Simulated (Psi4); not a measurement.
# InNH3 (SMILES [NH2][InH]): UHF/def2-SVP (core potential)

Aim: the vertical ionisation energy of InNH3 at UHF/def2-SVP (core potential), from 2 runs. 

The calculation is run with Psi4 1.11.

6 further runs of the same task are left out: 4 that didn't finish, 2 set aside as unsound or not needed.

## 1. The system as given

InNH3: 5 atoms, total charge 0, spin state doublet. SMILES: `[NH2][InH]`. Geometry: relaxed at PBE0-D4/def2-TZVP. This is one conformer, not always the lowest.

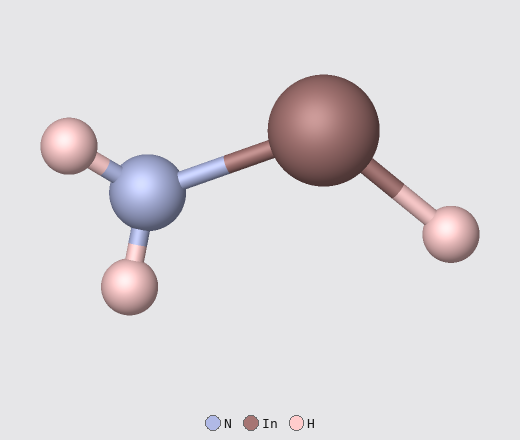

The structure, seen from a chosen angle (nitrogen light blue, indium brown, hydrogen pink).

## 2. The energy at UHF/def2-SVP (core potential)

h3inn.dat reads:

```
memory 1.6 GB

molecule system {
  0 2
  N
  In 1 2.036283
  H 1 1.01063 2 120.04751
  H 1 1.008772 3 109.83843 2 -146.88263
  H 2 1.761281 1 116.35753 4 169.00213
  symmetry c1
  no_reorient
  no_com
}

set {
  basis def2-SVP
  reference uhf
  puream true
  e_convergence 1e-09
  d_convergence 1e-08
  scf_type pk
  maxiter 200
}

energy_value = energy("hf")
```

The run is started by

```sh
$ psi4 -n 1 h3inn.dat h3inn.out
```

h3inn.out:

```text
[...]
    !!!  WARNING: ECP capability is in beta. Please check occupations closely.  !!!
[...]
  Running in c1 symmetry.
[...]
  Nuclear repulsion =   61.852742773971357
[...]
  Multiplicity = 2
[...]
  Nalpha       = 16
  Nbeta        = 15
[...]
    Number of basis functions: 55
[...]
   @UHF iter   1:  -245.17042167324445   -1.46493e+00   9.99365e-03 ADIIS/DIIS
[...]
   @UHF iter  16:  -245.32464481294375   -2.70006e-12   7.21852e-09 DIIS
[...]
   @S^2 Observed:                7.594232907E-01
[...]
    Orbital Energies [Eh]
    ---------------------
    Alpha Occupied:
       1A    -15.517718     2A     -5.377608     3A     -3.636252
       4A     -3.632075     5A     -3.627292     6A     -1.087853
       7A     -1.023089     8A     -1.020122     9A     -1.017240
      10A     -1.014630    11A     -0.996976    12A     -0.614074
      13A     -0.560707    14A     -0.450001    15A     -0.376241
      16A     -0.291001
    Alpha Virtual:
      17A      0.039873    18A      0.109369    19A      0.149304
      20A      0.233146    21A      0.272848    22A      0.279526
      23A      0.303187    24A      0.315520    25A      0.402916
[...]
  @UHF Final Energy:  -245.32464481294375
   => Energetics <=
    Nuclear Repulsion Energy =             61.8527427739713573
    One-Electron Energy =                -534.2836175401261016
    Two-Electron Energy =                 227.1062299532109705
    Total Energy =                       -245.3246448129437454
  UHF NO Occupations:
  HONO-2 :   14  A 1.9994332
  HONO-1 :   15  A 1.9963797
[...]
 Multipole Moments:
 ------------------------------------------------------------------------------------
     Multipole            Electronic (a.u.)      Nuclear  (a.u.)        Total (a.u.)
 ------------------------------------------------------------------------------------
 L = 1.  Multiply by 2.5417464519 to convert [e a0] to [Debye]
 Dipole X            :          0.6599966           -0.2411870            0.4188096
 Dipole Y            :         -2.4123737            2.3103885           -0.1019851
 Dipole Z            :         20.4610199          -20.4954030           -0.0343831
 Magnitude           :                                                    0.4324172
[...]
```

Run time: 1.4 s. Hardware: 1 thread of Intel Xeon 6975P-C (Granite Rapids), shared host; peak memory 0.2 GiB.

## 3. The singlet cation, same level

job.dat reads:

```
memory 1.6 GB

molecule mol {
  1 1
  N     -0.299400    -0.736500     0.264700
  In     0.846600     0.946400     0.296000
  H     -0.846800    -0.960800    -0.554700
  H      0.017600    -1.585600     0.707600
  H      0.331900     2.262600    -0.755100
  symmetry c1
}

set {
  basis def2-SVP
  puream true
  e_convergence 1e-09
  d_convergence 1e-08
  scf_type pk
}

E, wfn = energy("hf", return_wfn=True)
oeprop(wfn, "QUADRUPOLE", "DIPOLE", "MULLIKEN_CHARGES")
print_variables()
```

The run is started by

```sh
$ psi4 -i job.dat -o job.out -n 1
```

job.out:

```text
[...]
    !!!  WARNING: ECP capability is in beta. Please check occupations closely.  !!!
[...]
  Running in c1 symmetry.
[...]
  Nuclear repulsion =   61.852746045763581
[...]
  Multiplicity = 1
[...]
  Nalpha       = 15
  Nbeta        = 15
[...]
    Number of basis functions: 55
[...]
   @RHF iter   1:  -244.89640929441103   -1.19457e+00   9.44844e-03 ADIIS/DIIS
[...]
   @RHF iter  13:  -245.05214073992911   -3.63798e-12   4.14212e-09 DIIS
[...]
    Orbital Energies [Eh]
    ---------------------
    Doubly Occupied:
       1A    -15.741403     2A     -5.659478     3A     -3.917646
       4A     -3.916912     5A     -3.908549     6A     -1.326862
       7A     -1.304176     8A     -1.303555     9A     -1.296147
      10A     -1.293713    11A     -1.243778    12A     -0.821648
      13A     -0.766792    14A     -0.656711    15A     -0.580129
[...]
  @RHF Final Energy:  -245.05214073992911
   => Energetics <=
    Nuclear Repulsion Energy =             61.8527460457635812
    One-Electron Energy =                -526.3347735375948560
    Two-Electron Energy =                 219.4298867519021599
    Total Energy =                       -245.0521407399291149
[...]
 Multipole Moments:
 ------------------------------------------------------------------------------------
     Multipole            Electronic (a.u.)      Nuclear  (a.u.)        Total (a.u.)
 ------------------------------------------------------------------------------------
 L = 1.  Multiply by 2.5417464519 to convert [e a0] to [Debye]
 Dipole X            :         13.3057676          -12.4139086            0.8918590
 Dipole Y            :         16.3400057          -16.3015989            0.0384068
 Dipole Z            :          2.6985075           -2.3686144            0.3298931
 Magnitude           :                                                    0.9516917
 L = 2.  Multiply by 1.3450342976 to convert [e a0^2] to [Debye ang]
 Quadrupole XX       :        -55.2238755           37.3524499          -17.8714256
 Quadrupole XY       :        -51.5746183           52.3617706            0.7871522
[...]
  Mulliken Charges: (a.u.)
   Center  Symbol    Alpha    Beta     Spin     Total
       1     N     3.77723  3.77723  0.00000 -0.55446
       2    IN     9.93671  9.93671  0.00000  1.12657
       3     H     0.39848  0.39848  0.00000  0.20303
       4     H     0.40548  0.40548  0.00000  0.18904
       5     H     0.48209  0.48209  0.00000  0.03582
   Total alpha = 15.00000, Total beta = 15.00000, Total charge =  1.00000
  Variable Map:
  ----------------------------------------------------------------------------
  "CURRENT ENERGY"           =>    -245.052140739929
[...]
```

Wall time 1.3 s (1 thread of Intel Xeon 6975P-C (Granite Rapids), shared host); peak memory 0.2 GiB.

## 4. Outcome

Level: UHF/def2-SVP (core potential).

| quantity | value |
| --- | --- |
| doublet InNH3: total energy | -245.32464 Eh |
| doublet InNH3: dipole moment | 1.10 D |
| doublet InNH3: HOMO energy (highest over α and β) | -7.92 eV |
| doublet InNH3: LUMO energy (lowest over α and β) | 0.74 eV |
| doublet InNH3: ⟨S²⟩ | 0.759 |
| singlet cation: total energy | -245.05214 Eh |
| singlet cation: HOMO energy | -15.79 eV |
| singlet cation: LUMO energy | -6.90 eV |
| singlet cation: HOMO–LUMO gap | 8.89 eV |
| vertical ionisation energy (to the singlet cation) | 7.415 eV |

**Reading.** Removing an electron at fixed nuclei costs 7.42 eV (171 kcal/mol). Only the singlet of the ionised species was computed; a triplet could lie lower.
